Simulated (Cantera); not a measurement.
Feed: 1 mol V₂O₅, 1.2 mol H₂, 0.31 mol H₂O, equilibrated at 1.00 Torr.

Method: chemical equilibrium by Gibbs-energy minimisation in Cantera with the NASA 1993 tables (ideal gas, pure condensed phases). Candidate condensed phases: H₂O, V, VO, V₂O₃, V₂O₄, V₂O₅; 12 gas species. Mutual solubility and eutectic melting of coexisting phases are not modelled. Condensed phases not in the tables: the oxides between V₂O₃ and V₂O₅ other than VO₂. Rates play no part.

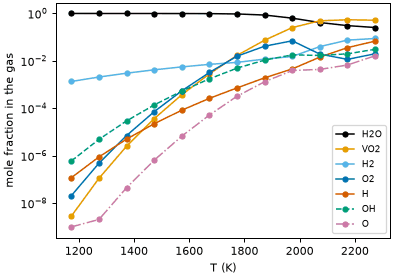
Equilibrium gas composition (values under 1e-9 drawn at 1e-9)

From 1173 K to 1773 K the condensed part is V₂O₃(s) + V₂O₄(s). From 1873 K to 1973 K the condensed part is V₂O₃(s) + V₂O₄(l). At 2073 K the condensed part is V₂O₃(s). From 2173 K to 2273 K nothing is condensed.
